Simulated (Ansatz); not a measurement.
SiHCl2F: several calculations on one system

Part 1: Relaxation

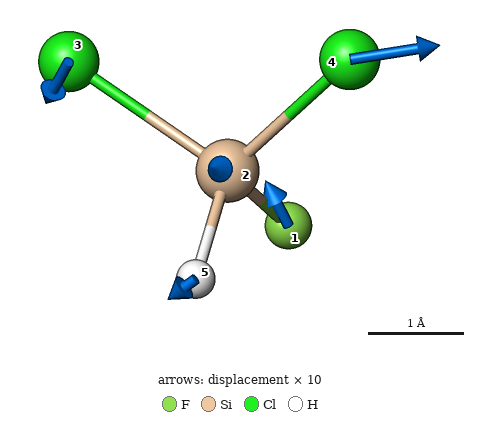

A relaxation of SiHCl2F (coarse preliminary run). The starting structure is drawn; blue arrows show the displacements, 10 times their true length. The two geometries are superimposed by the best rigid fit.

Style: ball-and-stick. Shown at a tilt.

Theory: RKS PBE-D4/def2-SVP (Ansatz). Settings: force threshold 0.03 eV/Å; at most 250 steps.

Q: Which element moves most?

A: Chlorine: up to 0.097 Å, against 0.059 Å for fluorine.

Q: What happened in the run?

A: Cl4 moves most after the best rigid fit: 0.097 Å. Largest moves by element: Cl 0.097 Å, F 0.059 Å, Si 0.045 Å, H 0.040 Å. Near-neighbour distances that change, for instance: Si2–Cl4 1.991 → 2.053 Å, Si2–H5 1.497 → 1.486 Å. Bond angles that change, for instance: Cl3–Si2–Cl4 106.1° → 110.1°, F1–Si2–Cl3 112.2° → 108.2°, Cl4–Si2–H5 107.3° → 110.6°. The optimiser took 4 steps.

Part 2: Relaxation

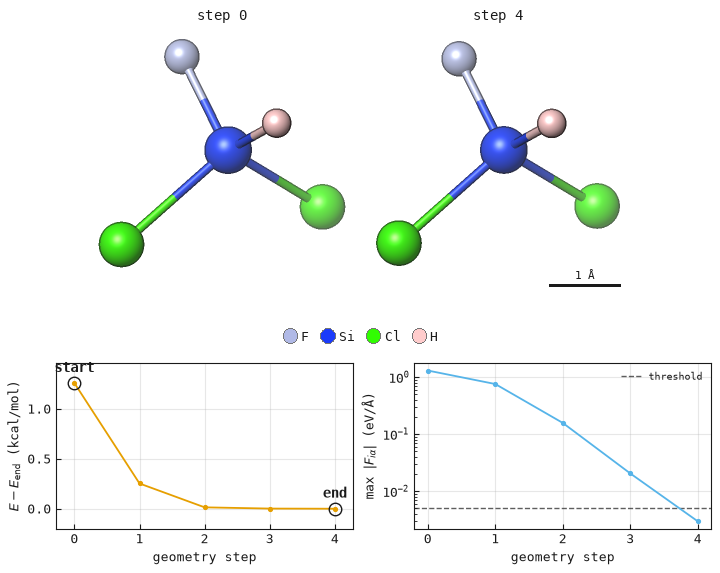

First and last geometry of a relaxation of SiHCl₂F, with the history of the run. The picture is a ball-and-stick view, seen at a tilt.

Computed with RKS PBE0-D4/def2-TZVP (Ansatz 0.2.0). (force threshold 0.005 eV/Å; at most 200 steps)

Q: What do the curves and the structures tell?

A: It converged. After 4 geometry steps the energy has fallen by 1.26 kcal/mol. The largest force component goes from 1.3 to 0.003 eV/Å. The F atom moves most after the best rigid fit: 0.037 Å. Largest moves by element: F 0.037 Å, Cl 0.029 Å, H 0.025 Å, Si 0.007 Å. Near-neighbour distances that change, for instance: F–Si 1.624 → 1.581 Å, Cl–Si 2.054 → 2.024 Å, H–Si 1.486 → 1.467 Å.

| step | E − E(0), kcal/mol | largest force component, eV/Å |
| --- | --- | --- |
| 0 | 0.00 | 1.3040 |
| 1 | -1.01 | 0.7563 |
| 2 | -1.24 | 0.1574 |
| 3 | -1.26 | 0.0205 |
| 4 | -1.26 | 0.0030 |

Part 3: A change

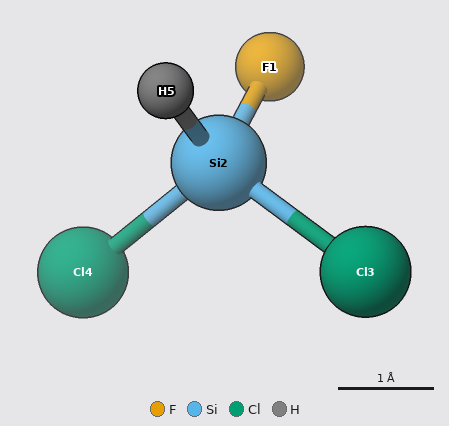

The starting point is SiHCl₂F. A ball-and-stick model, seen at a tilt.

Theory: RHF-CCSD(T), frozen core/def2-TZVPP (Ansatz). 

Change: All atoms are moved at random (σ = 0.02 Å) from the PBE0-D4/def2-TZVP minimum.

Input file:
```yaml
crystal:
  periodic: [false, false, false]
  atoms:
    - {symbol: F, position_ang: [0.018228, -0.687254, 1.460866]}
    - {symbol: Si, position_ang: [0.105906, -0.031261, 0.019717]}
    - {symbol: Cl, position_ang: [-0.511333, 1.884029, 0.148813]}
    - {symbol: Cl, position_ang: [-1.071377, -1.112988, -1.201936]}
    - {symbol: H, position_ang: [1.482565, -0.085319, -0.461435]}
basis:
  gaussian: {orbitals: def2-TZVPP}
correlation: {method: ccsd_t}
output: {forces: true}
```

Question: What is the effect?

Answer: Energy change: +0.54 kJ/mol. The largest force is 0.42 eV/Å, on Si2. At other levels of theory the same distortion costs 0.96 kJ/mol (RKS PBE-D4/def2-TZVPP), 0.57 kJ/mol (RKS r2SCAN-D4/def2-TZVPP), 0.54 kJ/mol (RKS PBE0-D4/def2-TZVPP), 0.43 kJ/mol (RKS wB97M-V/def2-TZVPP). Among the bonded contacts that change: Si2–Cl4 2.024 → 2.012 Å, Si2–H5 1.467 → 1.459 Å, Si2–Cl3 2.024 → 2.016 Å, F1–Si2 1.581 → 1.586 Å.

Part 4: Distortion

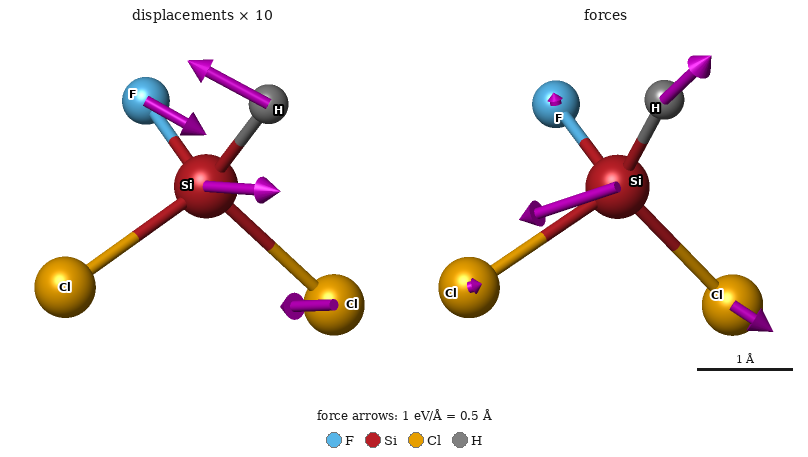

Left: SiHCl$_{2}$F, with purple arrows for the displacements applied to it. Right: the displaced structure with the computed forces. Style: ball-and-stick. Shown at a tilt.

Method: RKS PBE-D4/def2-TZVPP in Ansatz 0.2.0. 

Q: Describe the distortion and the response.

A: All atoms are moved at random (σ = 0.09 Å) from the PBE0-D4/def2-TZVP minimum. Energy change: +4.03 kcal/mol. The largest force is 2.6 eV/Å, on the Si atom. The forces point partly back along the displacements (cosine −0.55). At other levels of theory the same distortion costs 4.06 kcal/mol (RKS r2SCAN-D4/def2-TZVPP), 4.14 kcal/mol (RKS PBE0-D4/def2-TZVPP), 3.69 kcal/mol (RKS wB97M-V/def2-TZVPP), 4.08 kcal/mol (RHF-CCSD(T), frozen core/def2-TZVPP). Among the bonded contacts that change: H–Si 1.467 → 1.394 Å, Cl–Si 2.024 → 1.994 to 2.059 Å, F–Si 1.581 → 1.607 Å. Bond angles that change, for instance: Cl–Si–H 110.4° → 121.5°, F–Si–Cl 108.4° → 102.7°.
